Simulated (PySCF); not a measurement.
# Isocyanodiacetylene (C₅HN): NMR shifts in gas and solvents

Aim: compute the NMR shifts of Isocyanodiacetylene (C₅HN) (`[C-]#[N+]C#CC#C`), and see what a dielectric continuum does where one was used.

The runs use PySCF 2.14.0, with density-fitted response routines of our own; the level of theory stands in each step. All values are computed, except where a source is named. Atoms count from 0, in the outputs and in this text.

## 1. Starting geometry

7 atoms, charge 0, multiplicity 1; geometry from: GFN2-xTB. The atoms were then displaced at random by about 0.01 Å, so the start is not that level's minimum.

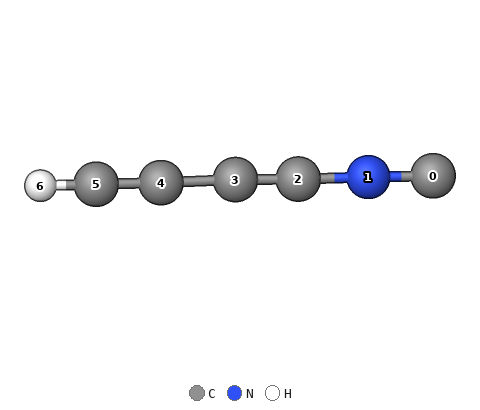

As it starts; carbon grey, nitrogen blue, hydrogen white, atoms numbered.

## 2. Relaxing the molecule at PBE0-D3(BJ)/def2-TZVP

Job settings and geometry (Å):

```
{"job": {"xc": "PBE0", "basis": "def2-TZVP", "d3": "d3bj", "grid": 2, "shake": 0.01, "kind": "geom"}, "charge": 0, "multiplicity": 1}
C      3.272080    -0.863400     1.666800
N      2.212060    -0.574960     1.170840
C      1.064880    -0.280090     0.628710
C      0.048180    -0.000590     0.130010
C     -1.176440     0.296720    -0.440040
C     -2.239300     0.580660    -0.935270
H     -3.147510     0.812560    -1.371380
```

Run with:

```sh
$ OMP_NUM_THREADS=1 python probes_run.py task.json out
```

One launch serves the whole session: the jobs run in the order shown.

The log of the run:

```text
step   0  E = -245.47476059  max force = 0.101036
step   1  E = -245.48017198  max force = 0.005630
step   2  E = -245.48069536  max force = 0.001982
step   3  E = -245.48101663  max force = 0.001780
step   4  E = -245.48104426  max force = 0.001136
step   5  E = -245.48106214  max force = 0.000394
step   6  E = -245.48106513  max force = 0.000228
optimisation converged
```

It took 2.1 min on 1 thread of Arm Neoverse N1, shared host; peak memory 0.7 GiB.

Relaxation path:

```
step  energy from step 0 (eV)  largest force component (eV/Å)
   0                   0.0000                          5.1955
   1                  -0.1473                          0.2895
   2                  -0.1615                          0.1019
   3                  -0.1702                          0.0915
   4                  -0.1710                          0.0584
   5                  -0.1715                          0.0203
   6                  -0.1716                          0.0117
```

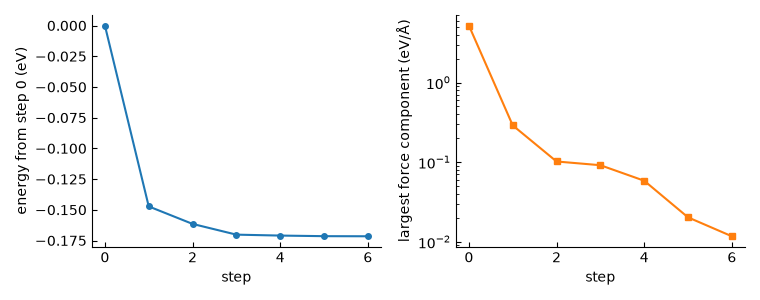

Energy and largest force along the relaxation.

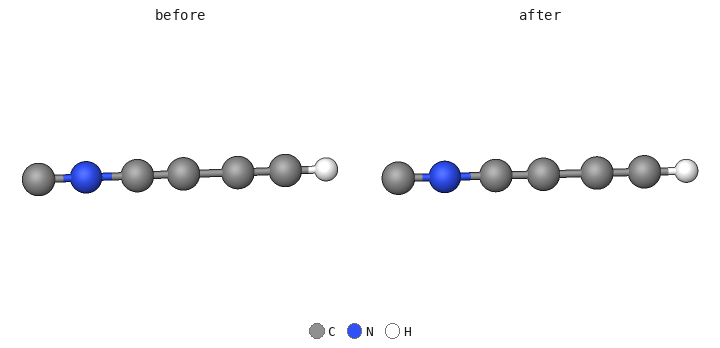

The geometry before (left) and after (right).

Distances of close pairs at the start and the end, largest changes first:

```
 bond  before (Å)  after (Å)  change (Å)
C2–C3       1.166      1.209      +0.042
C5–H6       1.034      1.064      +0.031
C3–C4       1.383      1.357      -0.027
C0–N1       1.205      1.179      -0.026
N1–C2       1.303      1.296      -0.007
C4–C5       1.206      1.206      -0.001
```

The next job starts from the end point, and lists it.

```
                         at the end point         value
  point group (found at 0.08 Å tolerance)         Cinfv
rotational constants (GHz, main isotopes)  1.414, 1.414
                        dipole moment (D)          3.24
```

## 3. Nuclear shieldings: PBE0/pcSseg-2

Job settings and geometry (Å):

```
{"job": {"kind": "nmr", "xc": "PBE0", "basis": "pcSseg-2"}, "charge": 0, "multiplicity": 1}
C      3.263572    -0.826187     1.679955
N      2.226846    -0.563594     1.184047
C      1.086777    -0.274550     0.639930
C      0.023797    -0.007070     0.130871
C     -1.169750     0.292458    -0.440052
C     -2.230365     0.558104    -0.948159
H     -3.166992     0.791722    -1.396745
```

Level: GIAO PBE0/pcSseg-2 NMR shielding, non-relativistic, gas phase.

The log of the run:

```text
coarse grid: 7112 points
cycle   1  E = -245.4367771584  dE =  1.131e+00  |g| = 3.800e-01  |ddm| = 2.763e+00
cycle   2  E = -245.3852409432  dE =  5.154e-02  |g| = 5.402e-01  |ddm| = 9.471e-01
cycle   3  E = -245.4563372708  dE = -7.110e-02  |g| = 2.035e-01  |ddm| = 6.823e-01
cycle   4  E = -245.4678716774  dE = -1.153e-02  |g| = 2.696e-02  |ddm| = 1.724e-01
cycle   5  E = -245.4679821178  dE = -1.104e-04  |g| = 1.537e-02  |ddm| = 5.044e-02
cycle   6  E = -245.4680311801  dE = -4.906e-05  |g| = 7.533e-03  |ddm| = 1.875e-02
cycle   7  E = -245.4680452298  dE = -1.405e-05  |g| = 1.102e-03  |ddm| = 7.315e-03
cycle   8  E = -245.4680454662  dE = -2.364e-07  |g| = 5.579e-04  |ddm| = 1.926e-03
final grid: 72408 points
cycle   9  E = -245.4753209668  dE = -4.519e-05  |g| = 3.278e-03  |ddm| = 7.463e-02
cycle  10  E = -245.4753212261  dE = -2.593e-07  |g| = 3.038e-03  |ddm| = 1.157e-02
cycle  11  E = -245.4753233251  dE = -2.099e-06  |g| = 1.477e-03  |ddm| = 4.964e-03
cycle  12  E = -245.4753238897  dE = -5.647e-07  |g| = 2.909e-04  |ddm| = 1.768e-03
cycle  13  E = -245.4753239051  dE = -1.539e-08  |g| = 1.641e-04  |ddm| = 3.354e-04
cycle  14  E = -245.4753239118  dE = -6.707e-09  |g| = 6.217e-05  |ddm| = 1.448e-04
cycle  15  E = -245.4753239126  dE = -8.070e-10  |g| = 7.490e-06  |ddm| = 4.674e-05
converged SCF energy = -245.4753239126

GIAO shielding tensors (ppm)
atom      isotropic    diamagn.    paramagn.     s11        s22        s33       span
  0 C       -5.537     261.385    -266.921   -146.230   -146.230    275.850    422.080
  1 N       83.648     342.673    -259.025    -51.670    -51.669    354.285    405.954
  2 C      128.477     266.494    -138.016     47.865     47.866    289.701    241.836
  3 C      139.566     263.379    -123.813     64.877     64.878    288.944    224.066
  4 C      112.003     262.916    -150.913     24.014     24.014    287.980    263.966
  5 C      112.232     263.396    -151.164     28.020     28.021    280.657    252.636
  6 H       30.184      31.918      -1.734     24.726     24.726     41.101     16.375
```

It took 30 s on 1 thread of Arm Neoverse N1, shared host; peak memory 0.82 GiB.

The references, computed at this level on geometries of the same kind, shield at (ppm): ¹H TMS 31.52, ¹³C TMS 186.0, ¹⁵N NH3 263.8. Their shielding less the atom's gives the shift. The references are single molecules in the gas phase, so shifts against H2O, NH3, PH3, H3PO4 or CFCl3 are not on the usual liquid scales and can be off by tens of ppm.

```
atoms                           environment  σ (ppm)  δ (ppm)
   C0                     isocyanide carbon     -5.5    191.6
   C4                         alkyne carbon    112.0     74.0
   C5                terminal alkyne carbon    112.2     73.8
   C2                         alkyne carbon    128.5     57.6
   C3                         alkyne carbon    139.6     46.5
   H6  hydrogen on a terminal alkyne carbon    30.18     1.34
   N1                   isocyanide nitrogen     83.6    180.1
```

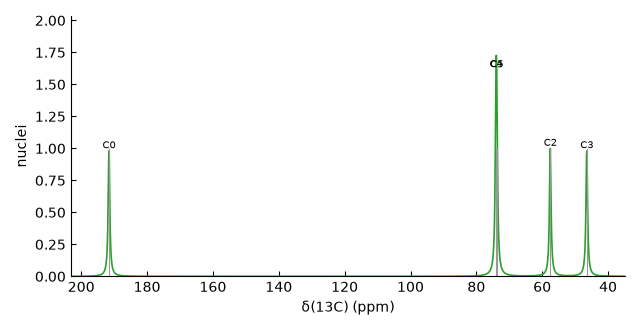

¹³C lines at the computed shifts, without couplings. Lines are broadened to a width of 0.58 ppm (Lorentzian).

Charges from the same density, by scheme (e):

```
atoms  Mulliken    IAO  Hirshfeld  ESP fit
   C0      0.20   0.00      -0.03    -0.46
   N1     -0.48  -0.08      -0.04     0.78
   C2      0.39   0.08       0.06    -0.60
   C3     -0.09  -0.02      -0.01     0.36
   C4     -0.08  -0.03      -0.03    -0.09
   C5     -0.02  -0.17      -0.05    -0.30
```

IAO charges:

```
atom  value (e)
  C0       0.00
  N1      -0.08
  C2       0.08
  C3      -0.02
  C4      -0.03
  C5      -0.17
  H6       0.22
```

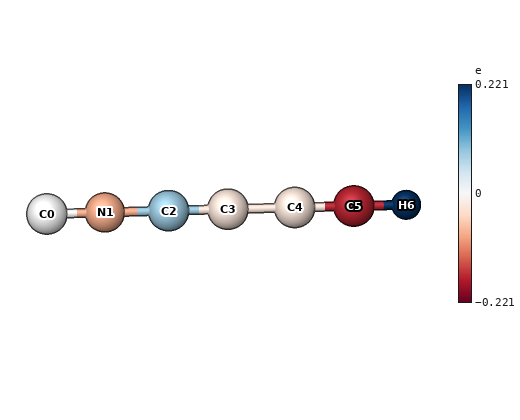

IAO charges, as colours on the atoms.

Mayer bond orders: C0–N1 2.41, N1–C2 1.23, C2–C3 2.40, C3–C4 1.23, C4–C5 2.71.

## 4. Shielding tensors: KT3/pcSseg-2

Same as in step 3 but for these lines:

```diff
@@ -1,2 +1,2 @@
-{"job": {"kind": "nmr", "xc": "PBE0", "basis": "pcSseg-2"}, "charge": 0, "multiplicity": 1}
+{"job": {"kind": "nmr", "xc": "KT3", "basis": "pcSseg-2", "pop": false}, "charge": 0, "multiplicity": 1}
 C      3.263572    -0.826187     1.679955
```

Level: GIAO KT3/pcSseg-2 NMR shielding, non-relativistic, gas phase.

The log of the run:

```text
coarse grid: 7112 points
cycle   1  E = -249.7064942478  dE =  1.021e+00  |g| = 4.753e-01  |ddm| = 4.710e+00
cycle   2  E = -249.5270256011  dE =  1.795e-01  |g| = 8.352e-01  |ddm| = 1.074e+00
cycle   3  E = -249.6778996164  dE = -1.509e-01  |g| = 4.733e-01  |ddm| = 9.750e-01
cycle   4  E = -249.7592113407  dE = -8.131e-02  |g| = 6.636e-02  |ddm| = 4.003e-01
cycle   5  E = -249.7584096756  dE =  8.017e-04  |g| = 8.621e-02  |ddm| = 1.020e-01
cycle   6  E = -249.7603259305  dE = -1.916e-03  |g| = 1.861e-02  |ddm| = 6.130e-02
cycle   7  E = -249.7604210997  dE = -9.517e-05  |g| = 3.394e-03  |ddm| = 1.913e-02
cycle   8  E = -249.7604229621  dE = -1.862e-06  |g| = 2.853e-03  |ddm| = 4.466e-03
final grid: 72408 points
cycle   9  E = -249.7757722468  dE = -2.826e-04  |g| = 8.677e-03  |ddm| = 7.612e-01
cycle  10  E = -249.7756789590  dE =  9.329e-05  |g| = 2.114e-02  |ddm| = 2.465e-02
cycle  11  E = -249.7757875641  dE = -1.086e-04  |g| = 2.665e-03  |ddm| = 1.607e-02
cycle  12  E = -249.7757889436  dE = -1.379e-06  |g| = 1.144e-03  |ddm| = 3.417e-03
cycle  13  E = -249.7757891059  dE = -1.623e-07  |g| = 7.997e-04  |ddm| = 1.297e-03
cycle  14  E = -249.7757893103  dE = -2.044e-07  |g| = 1.245e-04  |ddm| = 6.348e-04
cycle  15  E = -249.7757893140  dE = -3.729e-09  |g| = 9.166e-05  |ddm| = 1.577e-04
cycle  16  E = -249.7757893165  dE = -2.523e-09  |g| = 1.471e-05  |ddm| = 6.889e-05
cycle  17  E = -249.7757893166  dE = -4.678e-11  |g| = 2.792e-06  |ddm| = 1.327e-05
converged SCF energy = -249.7757893166

GIAO shielding tensors (ppm)
atom      isotropic    diamagn.    paramagn.     s11        s22        s33       span
  0 C       17.805     257.875    -240.070   -111.795   -111.795    277.004    388.800
  1 N       96.916     332.453    -235.537    -32.334    -32.333    355.415    387.749
  2 C      135.614     267.024    -131.410     57.913     57.914    291.016    233.103
  3 C      146.909     268.096    -121.188     75.279     75.279    290.168    214.889
  4 C      119.636     268.219    -148.583     34.905     34.906    289.096    254.190
  5 C      121.926     265.736    -143.810     42.102     42.103    281.574    239.472
  6 H       30.264      30.660      -0.396     24.750     24.750     41.293     16.542
```

Run time: 37 s. Hardware: 1 thread of Arm Neoverse N1, shared host; peak memory 0.66 GiB.

This run: δ C0 165.4, C4 63.6, C5 61.3, C2 47.6, H6 1.37 ppm.

## 5. Shielding tensors: wB97X-D/pcSseg-2

Same as in step 4 but for these lines:

```diff
@@ -1,2 +1,2 @@
-{"job": {"kind": "nmr", "xc": "KT3", "basis": "pcSseg-2", "pop": false}, "charge": 0, "multiplicity": 1}
+{"job": {"kind": "nmr", "xc": "wB97X-D", "basis": "pcSseg-2", "pop": false}, "charge": 0, "multiplicity": 1}
 C      3.263572    -0.826187     1.679955
```

Method: GIAO wB97X-D/pcSseg-2 NMR shielding, non-relativistic, gas phase.

The log of the run:

```text
coarse grid: 7112 points
cycle   1  E = -245.6312738143  dE =  1.214e+00  |g| = 3.432e-01  |ddm| = 2.798e+00
cycle   2  E = -245.6369189592  dE = -5.645e-03  |g| = 3.104e-01  |ddm| = 6.105e-01
cycle   3  E = -245.6576121423  dE = -2.069e-02  |g| = 1.135e-01  |ddm| = 4.199e-01
cycle   4  E = -245.6605867770  dE = -2.975e-03  |g| = 2.647e-02  |ddm| = 1.190e-01
cycle   5  E = -245.6607315614  dE = -1.448e-04  |g| = 1.077e-02  |ddm| = 4.981e-02
cycle   6  E = -245.6607613864  dE = -2.982e-05  |g| = 2.606e-03  |ddm| = 1.707e-02
cycle   7  E = -245.6607632104  dE = -1.824e-06  |g| = 8.055e-04  |ddm| = 6.253e-03
final grid: 72408 points
cycle   8  E = -245.6729683139  dE = -1.751e-04  |g| = 7.653e-03  |ddm| = 9.085e-02
cycle   9  E = -245.6729604169  dE =  7.897e-06  |g| = 1.000e-02  |ddm| = 1.234e-02
cycle  10  E = -245.6729798019  dE = -1.939e-05  |g| = 9.724e-04  |ddm| = 7.600e-03
cycle  11  E = -245.6729799402  dE = -1.384e-07  |g| = 6.792e-04  |ddm| = 1.630e-03
cycle  12  E = -245.6729800541  dE = -1.139e-07  |g| = 1.043e-04  |ddm| = 9.478e-04
cycle  13  E = -245.6729800574  dE = -3.252e-09  |g| = 4.744e-05  |ddm| = 2.338e-04
cycle  14  E = -245.6729800582  dE = -7.874e-10  |g| = 1.984e-05  |ddm| = 1.317e-04
converged SCF energy = -245.6729800582

GIAO shielding tensors (ppm)
atom      isotropic    diamagn.    paramagn.     s11        s22        s33       span
  0 C       -5.159     262.512    -267.670   -145.602   -145.599    275.724    421.326
  1 N       82.389     342.118    -259.729    -53.668    -53.666    354.501    408.170
  2 C      127.074     265.760    -138.687     45.731     45.734    289.756    244.026
  3 C      139.546     262.348    -122.802     64.814     64.818    289.006    224.191
  4 C      111.938     260.987    -149.049     23.878     23.888    288.047    264.169
  5 C      111.666     263.085    -151.419     27.121     27.130    280.745    253.624
  6 H       30.200      31.949      -1.749     24.740     24.740     41.120     16.380
```

Wall time 34 s (1 thread of Arm Neoverse N1, shared host); peak memory 0.87 GiB.

This run: δ C0 191.4, C5 74.6, C4 74.4, C2 59.2, H6 1.43 ppm.

## 6. NMR shieldings: B97-2/pcSseg-2

Same as in step 5 but for these lines:

```diff
@@ -1,2 +1,2 @@
-{"job": {"kind": "nmr", "xc": "wB97X-D", "basis": "pcSseg-2", "pop": false}, "charge": 0, "multiplicity": 1}
+{"job": {"kind": "nmr", "xc": "B97-2", "basis": "pcSseg-2", "pop": false}, "charge": 0, "multiplicity": 1}
 C      3.263572    -0.826187     1.679955
```

Method: GIAO B97-2/pcSseg-2 NMR shielding, non-relativistic, gas phase.

The log of the run:

```text
coarse grid: 7112 points
cycle   1  E = -245.6447568902  dE =  1.107e+00  |g| = 3.867e-01  |ddm| = 2.791e+00
cycle   2  E = -245.5873448868  dE =  5.741e-02  |g| = 5.548e-01  |ddm| = 9.963e-01
cycle   3  E = -245.6621769371  dE = -7.483e-02  |g| = 2.260e-01  |ddm| = 7.265e-01
cycle   4  E = -245.6770388630  dE = -1.486e-02  |g| = 2.731e-02  |ddm| = 1.895e-01
cycle   5  E = -245.6771220934  dE = -8.323e-05  |g| = 1.937e-02  |ddm| = 5.224e-02
cycle   6  E = -245.6772031218  dE = -8.103e-05  |g| = 8.206e-03  |ddm| = 2.195e-02
cycle   7  E = -245.6772204193  dE = -1.730e-05  |g| = 1.135e-03  |ddm| = 8.229e-03
cycle   8  E = -245.6772206600  dE = -2.407e-07  |g| = 6.133e-04  |ddm| = 1.931e-03
final grid: 72408 points
cycle   9  E = -245.6818822606  dE = -5.421e-05  |g| = 2.570e-03  |ddm| = 1.826e-01
cycle  10  E = -245.6818783358  dE =  3.925e-06  |g| = 4.594e-03  |ddm| = 5.840e-03
cycle  11  E = -245.6818836053  dE = -5.269e-06  |g| = 5.131e-04  |ddm| = 3.639e-03
cycle  12  E = -245.6818836543  dE = -4.906e-08  |g| = 2.182e-04  |ddm| = 3.906e-04
cycle  13  E = -245.6818836649  dE = -1.051e-08  |g| = 8.769e-05  |ddm| = 2.500e-04
cycle  14  E = -245.6818836667  dE = -1.892e-09  |g| = 2.196e-05  |ddm| = 8.895e-05
cycle  15  E = -245.6818836669  dE = -1.261e-10  |g| = 3.500e-06  |ddm| = 1.825e-05
converged SCF energy = -245.6818836669

GIAO shielding tensors (ppm)
atom      isotropic    diamagn.    paramagn.     s11        s22        s33       span
  0 C       -0.237     262.447    -262.685   -138.300   -138.300    275.888    414.188
  1 N       87.575     342.463    -254.887    -45.851    -45.850    354.428    400.279
  2 C      129.867     267.029    -137.162     49.925     49.926    289.749    239.824
  3 C      141.075     263.363    -122.288     67.113     67.113    288.997    221.884
  4 C      114.011     262.939    -148.928     27.005     27.006    288.022    261.016
  5 C      114.569     263.777    -149.208     31.504     31.505    280.698    249.194
  6 H       30.289      32.024      -1.735     24.837     24.837     41.195     16.358
```

Run time: 26 s. Hardware: 1 thread of Arm Neoverse N1, shared host; peak memory 0.84 GiB.

This run: δ C0 185.6, C4 71.4, C5 70.8, C2 55.5, H6 1.35 ppm.

## 7. Shielding tensors: WP04/pcSseg-2 in chloroform

Same as in step 6 but for these lines:

```diff
@@ -1,2 +1,2 @@
-{"job": {"kind": "nmr", "xc": "B97-2", "basis": "pcSseg-2", "pop": false}, "charge": 0, "multiplicity": 1}
+{"job": {"kind": "nmr", "xc": "WP04", "basis": "pcSseg-2", "pop": false, "solvent": "chloroform"}, "charge": 0, "multiplicity": 1}
 C      3.263572    -0.826187     1.679955
```

With the program's defaults for keys left out, this is: GIAO WP04/pcSseg-2 NMR shielding, non-relativistic, IEF-PCM chloroform.

The log of the run:

```text
coarse grid: 7112 points
cycle   1  E = -251.3719121841  dE =  1.043e+00  |g| = 5.215e-01  |ddm| = 2.913e+00
cycle   2  E = -251.3120539183  dE =  5.986e-02  |g| = 6.456e-01  |ddm| = 1.389e+00
cycle   3  E = -251.4052997954  dE = -9.325e-02  |g| = 3.069e-01  |ddm| = 9.453e-01
cycle   4  E = -251.4335430161  dE = -2.824e-02  |g| = 4.449e-02  |ddm| = 3.053e-01
cycle   5  E = -251.4337415427  dE = -1.985e-04  |g| = 3.364e-02  |ddm| = 6.237e-02
cycle   6  E = -251.4339666244  dE = -2.251e-04  |g| = 9.561e-03  |ddm| = 2.833e-02
cycle   7  E = -251.4339882990  dE = -2.167e-05  |g| = 1.171e-03  |ddm| = 9.812e-03
cycle   8  E = -251.4339885725  dE = -2.735e-07  |g| = 7.291e-04  |ddm| = 1.674e-03
final grid: 72408 points
cycle   9  E = -251.4528599526  dE = -6.371e-05  |g| = 3.490e-03  |ddm| = 6.417e-02
cycle  10  E = -251.4528583684  dE =  1.584e-06  |g| = 4.211e-03  |ddm| = 1.039e-02
cycle  11  E = -251.4528615057  dE = -3.137e-06  |g| = 2.264e-03  |ddm| = 4.763e-03
cycle  12  E = -251.4528627539  dE = -1.248e-06  |g| = 3.093e-04  |ddm| = 2.238e-03
cycle  13  E = -251.4528627662  dE = -1.232e-08  |g| = 2.194e-04  |ddm| = 4.599e-04
cycle  14  E = -251.4528627784  dE = -1.220e-08  |g| = 6.206e-05  |ddm| = 2.288e-04
cycle  15  E = -251.4528627793  dE = -8.818e-10  |g| = 1.555e-05  |ddm| = 7.216e-05
converged SCF energy = -251.4528627793

GIAO shielding tensors (ppm)
atom      isotropic    diamagn.    paramagn.     s11        s22        s33       span
  0 C       -6.192     260.430    -266.622   -147.848   -147.847    277.120    424.968
  1 N       78.119     331.837    -253.718    -60.747    -60.746    355.850    416.597
  2 C      123.201     265.589    -142.389     39.470     39.475    290.656    251.186
  3 C      133.345     265.171    -131.826     55.098     55.103    289.835    234.737
  4 C      108.957     263.177    -154.221     18.912     18.914    289.044    270.133
  5 C      105.317     265.495    -160.178     17.187     17.189    281.575    264.388
  6 H       30.083      30.349      -0.266     24.721     24.721     40.806     16.085
```

Run time: 27 s. Hardware: 1 thread of Arm Neoverse N1, shared host; peak memory 0.87 GiB.

In short: δ C0 181.3, C5 69.8, C4 66.1, C2 51.9, H6 1.79 ppm.

## 8. Nuclear shieldings: wB97X-D/pcSseg-2 in chloroform

Same as in step 7 but for these lines:

```diff
@@ -1,2 +1,2 @@
-{"job": {"kind": "nmr", "xc": "WP04", "basis": "pcSseg-2", "pop": false, "solvent": "chloroform"}, "charge": 0, "multiplicity": 1}
+{"job": {"kind": "nmr", "xc": "wB97X-D", "basis": "pcSseg-2", "pop": false, "solvent": "chloroform"}, "charge": 0, "multiplicity": 1}
 C      3.263572    -0.826187     1.679955
```

Method: GIAO wB97X-D/pcSseg-2 NMR shielding, non-relativistic, IEF-PCM chloroform.

The log of the run:

```text
coarse grid: 7112 points
cycle   1  E = -245.6363890622  dE =  1.209e+00  |g| = 3.329e-01  |ddm| = 2.798e+00
cycle   2  E = -245.6477133122  dE = -1.132e-02  |g| = 2.646e-01  |ddm| = 6.217e-01
cycle   3  E = -245.6620355372  dE = -1.432e-02  |g| = 1.016e-01  |ddm| = 4.163e-01
cycle   4  E = -245.6643637676  dE = -2.328e-03  |g| = 2.762e-02  |ddm| = 1.171e-01
cycle   5  E = -245.6645311249  dE = -1.674e-04  |g| = 9.837e-03  |ddm| = 5.284e-02
cycle   6  E = -245.6645553124  dE = -2.419e-05  |g| = 2.258e-03  |ddm| = 2.060e-02
cycle   7  E = -245.6645569918  dE = -1.679e-06  |g| = 9.688e-04  |ddm| = 7.327e-03
final grid: 72408 points
cycle   8  E = -245.6767574347  dE = -1.758e-04  |g| = 7.562e-03  |ddm| = 9.266e-02
cycle   9  E = -245.6767517892  dE =  5.646e-06  |g| = 9.372e-03  |ddm| = 1.295e-02
cycle  10  E = -245.6767685778  dE = -1.679e-05  |g| = 8.394e-04  |ddm| = 7.527e-03
cycle  11  E = -245.6767686811  dE = -1.033e-07  |g| = 6.182e-04  |ddm| = 1.558e-03
cycle  12  E = -245.6767687713  dE = -9.017e-08  |g| = 9.115e-05  |ddm| = 9.110e-04
cycle  13  E = -245.6767687737  dE = -2.357e-09  |g| = 5.462e-05  |ddm| = 2.531e-04
cycle  14  E = -245.6767687746  dE = -9.612e-10  |g| = 1.520e-05  |ddm| = 1.338e-04
converged SCF energy = -245.6767687746

GIAO shielding tensors (ppm)
atom      isotropic    diamagn.    paramagn.     s11        s22        s33       span
  0 C        0.309     264.321    -264.012   -137.492   -137.489    275.907    413.399
  1 N       80.301     341.305    -261.004    -56.718    -56.716    354.336    411.054
  2 C      127.217     265.886    -138.668     45.949     45.956    289.747    243.797
  3 C      138.750     262.485    -123.735     63.630     63.637    288.981    225.351
  4 C      113.095     260.869    -147.774     25.535     25.545    288.206    262.672
  5 C      108.604     263.239    -154.636     22.590     22.600    280.622    258.032
  6 H       29.705      31.347      -1.642     24.161     24.161     40.793     16.632
```

Run time: 35 s. Hardware: 1 thread of Arm Neoverse N1, shared host; peak memory 0.9 GiB.

This run: δ C0 186.8, C5 78.5, C4 74.0, C2 59.9, H6 1.91 ppm.

## 9. Side by side: NMR shifts

Shifts (ppm) of some atoms, chosen among heavy atoms and hydrogens apart, with basis size and wall time:

```
                           run     C0    C5    C2    C3    H6     N1  functions  time
                 PBE0/pcSseg-2  191.6  73.8  57.6  46.5  1.34  180.1        230  30 s
                  KT3/pcSseg-2  165.4  61.3  47.6  36.3  1.37  164.1        230  37 s
              wB97X-D/pcSseg-2  191.4  74.6  59.2  46.7  1.43  179.8        230  34 s
                B97-2/pcSseg-2  185.6  70.8  55.5  44.3  1.35  174.2        230  26 s
   WP04/pcSseg-2 in chloroform  181.3  69.8  51.9  41.8  1.79  171.9        230  27 s
wB97X-D/pcSseg-2 in chloroform  186.8  78.5  59.9  48.4  1.91  184.2        230  35 s
```

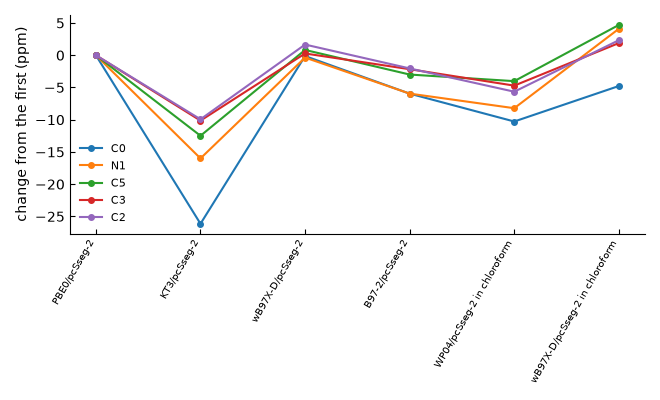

How five of the tabulated atoms move from run to run.

## 10. Results

```
                                        quantity                              value
                                     point group                              Cinfv
            rotational constants (main isotopes)                     1.41, 1.41 GHz
          ¹³C shifts against TMS (PBE0/pcSseg-2)  191.6, 74.0, 73.8, 57.6, 46.5 ppm
           ¹H shifts against TMS (PBE0/pcSseg-2)                           1.34 ppm
          ¹⁵N shifts against NH3 (PBE0/pcSseg-2)                          180.1 ppm
range of the shift of C0 (wB97X-D/pcSseg-2 runs)                 186.8 to 191.4 ppm
```

Over 6 steps the energy fell by 0.172 eV; of the close pairs, C2–C3 changed most, 1.166 to 1.209 Å. No frequency check was run at this level, so the end point may be a saddle. At one level, wB97X-D/pcSseg-2: In ppm, C0 moves most: its shift spreads over 4.6 ppm, from 186.8 (wB97X-D/pcSseg-2 in chloroform) to 191.4 (wB97X-D/pcSseg-2).
